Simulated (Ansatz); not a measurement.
Run report: CH7BN2Si, geometry relaxation

The run: geometry relaxation of CH7BN2Si, SMILES BN[SiH]1CN1. Method and program: RKS PBE0-D4/def2-TZVP (Ansatz 0.2.0).

The geometry: PBE-D4/def2-SVP start. Figures and captions count atoms from 1; the log counts them from 0 in places.

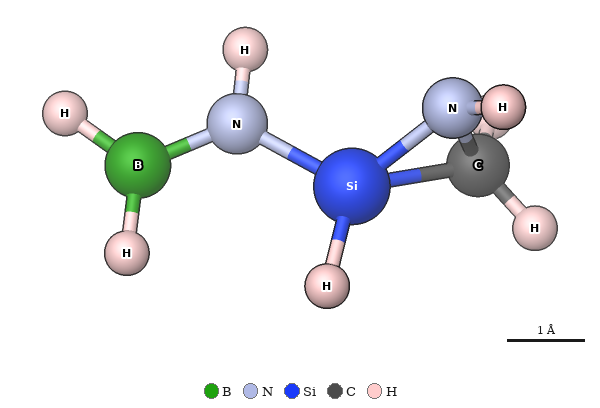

Fig. 1: The input geometry (ball-and-stick view, seen at a tilt).

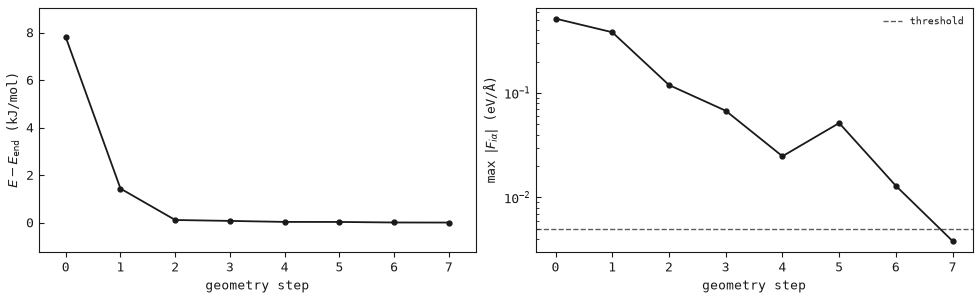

Fig. 2: Progress of the relaxation, step by step (the first geometry is step 0 here and step 1 in the log).

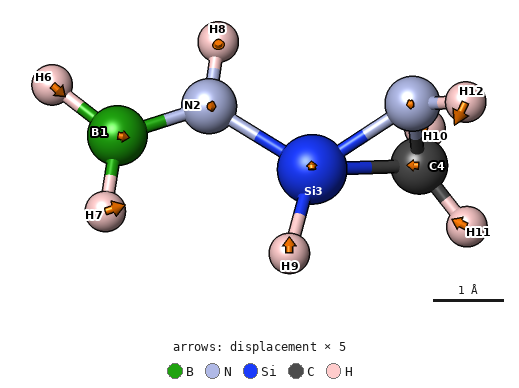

Fig. 3: The starting structure with the displacements as orange arrows, magnified 5 times (ball-and-stick view, seen at a tilt). The two geometries are laid on each other by the best rigid fit. H12 moves most after the best rigid fit: 0.078 Å. By element the largest moves are H 0.078 Å, C 0.038 Å, B 0.038 Å, Si 0.027 Å, N 0.027 Å. Among the contacts that change: Si3–C4 1.858 → 1.824 Å, N2–Si3 1.759 → 1.727 Å, Si3–N5 1.727 → 1.698 Å, C4–H10 1.109 → 1.088 Å. After 7 geometry steps the energy has fallen by 7.80 kJ/mol. The largest force component goes from 0.51 to 0.0038 eV/Å. (Atoms are counted from 1 in the order of the input.)

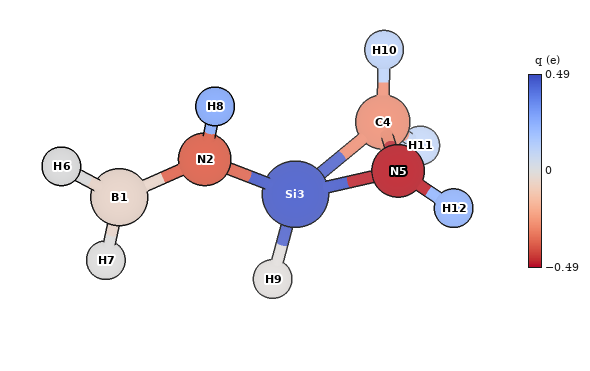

Fig. 4: Mulliken charges, as the colour of each atom (ball-and-stick view, seen at a tilt; atoms are numbered from 1 in the order of the input). By element: B −0.05, N −0.46 to −0.35, Si +0.46, C −0.29 and H −0.01 to +0.23 e.

The input and output of the run follow.

**The input**
```yaml
crystal:
  periodic: [false, false, false]
  atoms:
    - {symbol: B, position_ang: [-0.737024, -2.096185, 1.164380]}
    - {symbol: N, position_ang: [-0.015338, -0.906763, 0.933160]}
    - {symbol: Si, position_ang: [-0.063828, 0.080434, -0.522356]}
    - {symbol: C, position_ang: [0.112697, 1.929334, -0.583175]}
    - {symbol: N, position_ang: [1.322916, 1.069529, -0.805904]}
    - {symbol: H, position_ang: [-0.618681, -2.672318, 2.229859]}
    - {symbol: H, position_ang: [-1.469120, -2.524800, 0.288640]}
    - {symbol: H, position_ang: [0.600621, -0.560159, 1.677448]}
    - {symbol: H, position_ang: [-0.821491, -0.649588, -1.579689]}
    - {symbol: H, position_ang: [0.158925, 2.586851, 0.308607]}
    - {symbol: H, position_ang: [-0.320223, 2.455516, -1.461319]}
    - {symbol: H, position_ang: [1.927547, 1.232951, -1.615451]}
basis:
  gaussian: {orbitals: def2-TZVP}
hamiltonian: {xc: pbe0, dispersion: d4}
relax: {f_tol: 0.005, max_steps: 150}
```

Run as:
```bash
ansatz run in.yaml --threads 4 --pin off --events-out ev --progress --plain --max-ram 10444MiB
```

**What the program printed**
```
Functional definition: PBE0
  name "PBE0"
  cite "Adamo & Barone, J. Chem. Phys. 110, 6158 (1999) doi:10.1063/1.478522"
  cite "Perdew, Burke & Ernzerhof, Phys. Rev. Lett. 77, 3865 (1996) doi:10.1103/PhysRevLett.77.3865"
  parent pbe
  parameter a = 0.25
  parameter kappa = 0.804
  parameter beta = 0.06672455060314922
  exchange = (1 - a)*pbe_x(kappa = kappa, mu = beta*pi^2/3) + a*exact_x
  correlation = pbe_c(beta = beta)
1235 factors; their error is unknown
mean field evaluation 1: about -12666.0725 eV, gradient 7.8e1 eV
mean field evaluation 2: about -12647.2605 eV, gradient 1.2e2 eV
mean field evaluation 4: about -12678.4036 eV, gradient 7.0e0 eV
mean field evaluation 8: about -12678.5059 eV, gradient 1.8e-1 eV
mean field evaluation 16: about -12678.5347 eV, gradient 2.9e-4 eV
mean field -12678.53470735 eV, -465.9275566756 hartree, gradient 1.4e-5 eV, S^2 0.000000; 0 other end points of the search recorded, 0 dependent functions left out
the calculation of the forces begins
reference -12678.53474398 eV, -465.9275580216 hartree; 23, 23 occupied and 180, 180 virtual orbitals, 1235 factors
relax step   1: F+E_penalty+E_count = -12678.73608678 eV  Δ(F+E_penalty+E_count) = +0.000e0 eV  max|allowed force component| = 5.149e-1 eV/Å  Δτ_max = 0.0000 Å  (29 SCF iters, accepted)
these checks for a lower state are left out or cut short: starts, cluster_reference, orbital_swaps, neighbouring_geometries, increment
1235 factors; their error is unknown
mean field -12678.59972202 eV, -465.9299459206 hartree, gradient 1.1e-5 eV, S^2 0.000000; 0 other end points of the search recorded, 0 dependent functions left out
the calculation of the forces begins
reference -12678.59975841 eV, -465.9299472581 hartree; 23, 23 occupied and 180, 180 virtual orbitals, 1235 factors
relax step   2: F+E_penalty+E_count = -12678.80215342 eV  Δ(F+E_penalty+E_count) = -6.607e-2 eV  max|allowed force component| = 3.814e-1 eV/Å  Δτ_max = 0.0342 Å  (33 SCF iters, accepted)
these checks for a lower state are left out or cut short: starts, cluster_reference, orbital_swaps, neighbouring_geometries, increment
1235 factors; their error is unknown
mean field evaluation 32: about -12678.6124 eV, gradient 1.1e-5 eV
mean field -12678.61241902 eV, -465.9304125269 hartree, gradient 1.1e-5 eV, S^2 0.000000; 0 other end points of the search recorded, 0 dependent functions left out
the calculation of the forces begins
reference -12678.61245528 eV, -465.9304138593 hartree; 23, 23 occupied and 180, 180 virtual orbitals, 1235 factors
relax step   3: F+E_penalty+E_count = -12678.81585957 eV  Δ(F+E_penalty+E_count) = -1.371e-2 eV  max|allowed force component| = 1.192e-1 eV/Å  Δτ_max = 0.0269 Å  (33 SCF iters, accepted)
these checks for a lower state are left out or cut short: starts, cluster_reference, orbital_swaps, neighbouring_geometries, increment
1235 factors; their error is unknown
mean field -12678.61285576 eV, -465.9304285769 hartree, gradient 1.1e-5 eV, S^2 0.000000; 0 other end points of the search recorded, 0 dependent functions left out
the calculation of the forces begins
reference -12678.61289202 eV, -465.9304299092 hartree; 23, 23 occupied and 180, 180 virtual orbitals, 1235 factors
relax step   4: F+E_penalty+E_count = -12678.81625485 eV  Δ(F+E_penalty+E_count) = -3.953e-4 eV  max|allowed force component| = 6.762e-2 eV/Å  Δτ_max = 0.0091 Å  (33 SCF iters, accepted)
these checks for a lower state are left out or cut short: starts, cluster_reference, orbital_swaps, neighbouring_geometries, increment
1235 factors; their error is unknown
mean field -12678.61333323 eV, -465.9304461233 hartree, gradient 1.1e-5 eV, S^2 0.000000; 0 other end points of the search recorded, 0 dependent functions left out
the calculation of the forces begins
reference -12678.61336948 eV, -465.9304474557 hartree; 23, 23 occupied and 180, 180 virtual orbitals, 1235 factors
relax step   5: F+E_penalty+E_count = -12678.81669210 eV  Δ(F+E_penalty+E_count) = -4.373e-4 eV  max|allowed force component| = 2.481e-2 eV/Å  Δτ_max = 0.0051 Å  (33 SCF iters, accepted)
these checks for a lower state are left out or cut short: starts, cluster_reference, orbital_swaps, neighbouring_geometries, increment
1235 factors; their error is unknown
mean field -12678.61333350 eV, -465.9304461334 hartree, gradient 1.1e-5 eV, S^2 0.000000; 0 other end points of the search recorded, 0 dependent functions left out
the calculation of the forces begins
reference -12678.61336976 eV, -465.9304474658 hartree; 23, 23 occupied and 180, 180 virtual orbitals, 1235 factors
relax step   6: F+E_penalty+E_count = -12678.81670972 eV  Δ(F+E_penalty+E_count) = -1.762e-5 eV  max|allowed force component| = 5.159e-2 eV/Å  Δτ_max = 0.0166 Å  (33 SCF iters, accepted)
these checks for a lower state are left out or cut short: starts, cluster_reference, orbital_swaps, neighbouring_geometries, increment
1235 factors; their error is unknown
mean field -12678.61361212 eV, -465.9304563724 hartree, gradient 1.1e-5 eV, S^2 0.000000; 0 other end points of the search recorded, 0 dependent functions left out
the calculation of the forces begins
reference -12678.61364838 eV, -465.9304577049 hartree; 23, 23 occupied and 180, 180 virtual orbitals, 1235 factors
relax step   7: F+E_penalty+E_count = -12678.81694612 eV  Δ(F+E_penalty+E_count) = -2.364e-4 eV  max|allowed force component| = 1.292e-2 eV/Å  Δτ_max = 0.0057 Å  (33 SCF iters, accepted)
these checks for a lower state are left out or cut short: starts, cluster_reference, orbital_swaps, neighbouring_geometries, increment
1235 factors; their error is unknown
mean field evaluation 64: about -12678.6135 eV, gradient 3.8e-1 eV
mean field -12678.61364957 eV, -465.9304577486 hartree, gradient 1.1e-5 eV, S^2 0.000000; 0 other end points of the search recorded, 0 dependent functions left out
the calculation of the forces begins
reference -12678.61368583 eV, -465.9304590811 hartree; 23, 23 occupied and 180, 180 virtual orbitals, 1235 factors
relax step   8: F+E_penalty+E_count = -12678.81697625 eV  Δ(F+E_penalty+E_count) = -3.013e-5 eV  max|allowed force component| = 3.826e-3 eV/Å  Δτ_max = 0.0043 Å  (34 SCF iters, accepted)
1235 factors; their error is unknown
mean field -12678.61364957 eV, -465.9304577486 hartree, gradient 1.1e-5 eV, S^2 0.000000; 1 other end points of the search recorded, 0 dependent functions left out
the calculation of the forces begins
reference -12678.61368583 eV, -465.9304590811 hartree; 23, 23 occupied and 180, 180 virtual orbitals, 1235 factors
Total energy: -12678.81701251 eV, -465.9379311988 hartree
Atom 0 at    -0.728549    -2.066241     1.142957 Å, force    -0.000554     0.002750     0.000928 eV/Å
Atom 1 at    -0.015148    -0.879657     0.932264 Å, force    -0.000667    -0.003601     0.001138 eV/Å
Atom 2 at    -0.047212     0.083575    -0.500831 Å, force    -0.003721    -0.001330    -0.001262 eV/Å
Atom 3 at     0.099037     1.900387    -0.562301 Å, force     0.003381     0.000378     0.001078 eV/Å
Atom 4 at     1.316805     1.048090    -0.805779 Å, force     0.003826    -0.000969    -0.000320 eV/Å
Atom 5 at    -0.632833    -2.639203     2.189312 Å, force    -0.000464     0.000277    -0.000493 eV/Å
Atom 6 at    -1.424870    -2.485236     0.262966 Å, force     0.001823    -0.001122    -0.001079 eV/Å
Atom 7 at     0.572535    -0.540526     1.682194 Å, force     0.000566     0.002472    -0.000769 eV/Å
Atom 8 at    -0.781476    -0.649701    -1.548956 Å, force     0.000077     0.000643     0.000333 eV/Å
Atom 9 at     0.179043     2.547392     0.308924 Å, force    -0.001895     0.000406    -0.000127 eV/Å
Atom 10 at    -0.318478     2.417934    -1.426831 Å, force    -0.001052     0.000105     0.001032 eV/Å
Atom 11 at     1.858147     1.207988    -1.639721 Å, force    -0.001318    -0.000011    -0.000459 eV/Å
Dipole moment:     0.068547     0.170706    -0.122433 e Å
```

**Trajectory as extended XYZ (Å, eV, eV/Å), 8 frames, from step=1 to step=8**
```
12
Properties=species:S:1:pos:R:3:forces:R:3 step=1 energy=-12678.73609
B    -0.7370   -2.0962    1.1644    0.0044   0.0337  -0.0126
N    -0.0153   -0.9068    0.9332    0.1139   0.2772  -0.1368
Si   -0.0638    0.0804   -0.5224    0.5080   0.4381   0.3149
C     0.1127    1.9293   -0.5832   -0.3214   0.0309   0.0484
N     1.3229    1.0695   -0.8059   -0.2107  -0.2659  -0.3482
H    -0.6187   -2.6723    2.2299   -0.0454   0.2110  -0.4034
H    -1.4691   -2.5248    0.2886    0.2958   0.1829   0.3305
H     0.6006   -0.5602    1.6774   -0.3917  -0.2222  -0.4707
H    -0.8215   -0.6496   -1.5797    0.1950   0.1352   0.2156
H     0.1589    2.5869    0.3086    0.0451  -0.4016  -0.5149
H    -0.3202    2.4555   -1.4613    0.2978  -0.3176   0.4663
H     1.9275    1.2330   -1.6155   -0.4907  -0.1018   0.5108
12
Properties=species:S:1:pos:R:3:forces:R:3 step=2 energy=-12678.80215
B    -0.7330   -2.0802    1.1548    0.0094  -0.0017  -0.0066
N    -0.0172   -0.8957    0.9289    0.0089   0.2084  -0.2001
Si   -0.0651    0.0819   -0.5134    0.3814   0.2684   0.2138
C     0.1043    1.9148   -0.5730   -0.1548  -0.0384   0.0115
N     1.3124    1.0587   -0.8024   -0.1541  -0.2588  -0.0615
H    -0.6177   -2.6535    2.2055   -0.0194   0.0590  -0.1151
H    -1.4492   -2.5024    0.2842    0.0797   0.0541   0.0955
H     0.5884   -0.5515    1.6673   -0.1028  -0.0669  -0.1123
H    -0.8002   -0.6533   -1.5646    0.0410   0.0446   0.0471
H     0.1713    2.5672    0.3032   -0.0106  -0.1368  -0.1437
H    -0.3121    2.4368   -1.4437    0.0801  -0.1025   0.1431
H     1.8952    1.2221   -1.6126   -0.1590  -0.0292   0.1283
12
Properties=species:S:1:pos:R:3:forces:R:3 step=3 energy=-12678.81586
B    -0.7277   -2.0654    1.1446   -0.0364   0.0019   0.0305
N    -0.0158   -0.8808    0.9256    0.0157   0.0191  -0.0303
Si   -0.0522    0.0813   -0.5075    0.0102   0.0312   0.0120
C     0.1012    1.8992   -0.5646   -0.1192   0.0017   0.0043
N     1.3119    1.0463   -0.8024    0.0739  -0.0386   0.0065
H    -0.6212   -2.6371    2.1899    0.0049  -0.0141   0.0085
H    -1.4407   -2.4798    0.2765    0.0073  -0.0124  -0.0189
H     0.5836   -0.5394    1.6646    0.0073  -0.0124   0.0289
H    -0.7867   -0.6494   -1.5558   -0.0058  -0.0107  -0.0176
H     0.1655    2.5420    0.3107    0.0344   0.0125   0.0110
H    -0.3175    2.4168   -1.4285    0.0113   0.0111  -0.0155
H     1.8766    1.2111   -1.6189   -0.0035   0.0106  -0.0193
12
Properties=species:S:1:pos:R:3:forces:R:3 step=4 energy=-12678.81625
B    -0.7337   -2.0624    1.1476    0.0512  -0.0483  -0.0223
N    -0.0152   -0.8815    0.9269   -0.0096   0.0254  -0.0012
Si   -0.0516    0.0818   -0.5058    0.0018  -0.0005  -0.0002
C     0.0985    1.8990   -0.5638   -0.0569   0.0342   0.0024
N     1.3113    1.0468   -0.8039    0.0676  -0.0311   0.0026
H    -0.6239   -2.6388    2.1904   -0.0207   0.0113   0.0141
H    -1.4340   -2.4840    0.2721   -0.0205   0.0127   0.0054
H     0.5830   -0.5414    1.6679   -0.0029  -0.0089   0.0161
H    -0.7850   -0.6503   -1.5549   -0.0044  -0.0028  -0.0044
H     0.1723    2.5445    0.3092    0.0030   0.0026   0.0054
H    -0.3170    2.4178   -1.4286   -0.0025   0.0046  -0.0040
H     1.8723    1.2131   -1.6228   -0.0061   0.0007  -0.0140
12
Properties=species:S:1:pos:R:3:forces:R:3 step=5 energy=-12678.81669
B    -0.7302   -2.0655    1.1457    0.0047  -0.0082  -0.0024
N    -0.0158   -0.8812    0.9281    0.0038   0.0110  -0.0063
Si   -0.0510    0.0824   -0.5047    0.0028  -0.0017  -0.0029
C     0.0973    1.8999   -0.5636   -0.0081   0.0121  -0.0041
N     1.3124    1.0464   -0.8049    0.0248  -0.0048   0.0139
H    -0.6261   -2.6390    2.1909   -0.0039   0.0021   0.0025
H    -1.4337   -2.4842    0.2712   -0.0010   0.0019   0.0000
H     0.5805   -0.5415    1.6710   -0.0049  -0.0070   0.0092
H    -0.7845   -0.6502   -1.5538   -0.0033  -0.0004   0.0009
H     0.1745    2.5464    0.3085   -0.0020  -0.0035   0.0015
H    -0.3177    2.4188   -1.4287   -0.0027  -0.0008   0.0000
H     1.8712    1.2125   -1.6255   -0.0102  -0.0006  -0.0124
12
Properties=species:S:1:pos:R:3:forces:R:3 step=6 energy=-12678.81671
B    -0.7285   -2.0651    1.1429    0.0176  -0.0068   0.0117
N    -0.0135   -0.8799    0.9308   -0.0396  -0.0031  -0.0269
Si   -0.0498    0.0831   -0.5025    0.0138   0.0164   0.0244
C     0.0981    1.9006   -0.5625   -0.0120   0.0162  -0.0140
N     1.3143    1.0484   -0.8032    0.0031  -0.0516   0.0423
H    -0.6279   -2.6393    2.1878   -0.0078  -0.0020   0.0069
H    -1.4275   -2.4839    0.2654   -0.0031   0.0008  -0.0081
H     0.5744   -0.5393    1.6793    0.0171   0.0036   0.0128
H    -0.7830   -0.6495   -1.5513   -0.0025  -0.0034  -0.0028
H     0.1759    2.5477    0.3091   -0.0012  -0.0042  -0.0007
H    -0.3160    2.4193   -1.4281   -0.0075  -0.0004   0.0034
H     1.8604    1.2027   -1.6336    0.0220   0.0343  -0.0489
12
Properties=species:S:1:pos:R:3:forces:R:3 step=7 energy=-12678.81695
B    -0.7287   -2.0660    1.1432    0.0028   0.0019   0.0043
N    -0.0146   -0.8800    0.9314   -0.0088  -0.0023  -0.0075
Si   -0.0476    0.0833   -0.5018   -0.0033   0.0031   0.0052
C     0.0986    1.9005   -0.5627    0.0019  -0.0032  -0.0018
N     1.3162    1.0480   -0.8053   -0.0012  -0.0043   0.0129
H    -0.6308   -2.6392    2.1891   -0.0025  -0.0002   0.0009
H    -1.4274   -2.4844    0.2649    0.0020  -0.0009  -0.0033
H     0.5740   -0.5408    1.6804    0.0047   0.0018   0.0027
H    -0.7821   -0.6495   -1.5500    0.0003  -0.0009  -0.0001
H     0.1772    2.5473    0.3089    0.0013  -0.0015  -0.0014
H    -0.3186    2.4183   -1.4273    0.0008  -0.0015   0.0009
H     1.8610    1.2075   -1.6366    0.0019   0.0080  -0.0127
12
Properties=species:S:1:pos:R:3:forces:R:3 step=8 energy=-12678.81698
B    -0.7285   -2.0662    1.1430   -0.0006   0.0027   0.0009
N    -0.0151   -0.8797    0.9323   -0.0007  -0.0036   0.0011
Si   -0.0472    0.0836   -0.5008   -0.0037  -0.0013  -0.0013
C     0.0990    1.9004   -0.5623    0.0034   0.0004   0.0011
N     1.3168    1.0481   -0.8058    0.0038  -0.0010  -0.0003
H    -0.6328   -2.6392    2.1893   -0.0005   0.0003  -0.0005
H    -1.4249   -2.4852    0.2630    0.0018  -0.0011  -0.0011
H     0.5725   -0.5405    1.6822    0.0006   0.0025  -0.0008
H    -0.7815   -0.6497   -1.5490    0.0001   0.0006   0.0003
H     0.1790    2.5474    0.3089   -0.0019   0.0004  -0.0001
H    -0.3185    2.4179   -1.4268   -0.0011   0.0001   0.0010
H     1.8581    1.2080   -1.6397   -0.0013   0.0000  -0.0005
```

**Key numbers**

- outcome: converged
- total energy: −12678.8170 eV
- mean-field energy: −12678.6137 eV
- dispersion energy: −0.2033 eV
- SCF solution under orbital rotations: stable
- largest force (length of the vector) at the end: 0.004 eV/Å
- dipole moment: 1.06 D
- hardware: 4 threads of Arm Neoverse V1, 23 GiB of memory available, shared host
- wall time: 30 s (CPU time 1.8 min)
- peak memory: 0.49 GiB
